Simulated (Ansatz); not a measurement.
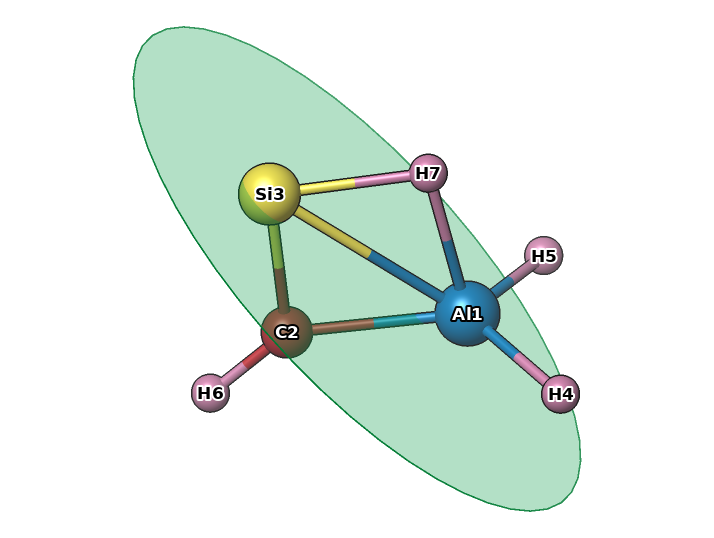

A disc through the centre of mass is drawn in. Distant atoms are faded towards the background colour. Charge −1, singlet. The computed structure is the end point of a PBE-D4/def2-SVPD optimisation. No frequency run is at hand to confirm it as a minimum.

### Is the plane of the disc a mirror plane of the structure?

No. The point group is Cs, with 1 mirror plane, and this plane isn't one of its mirror planes.
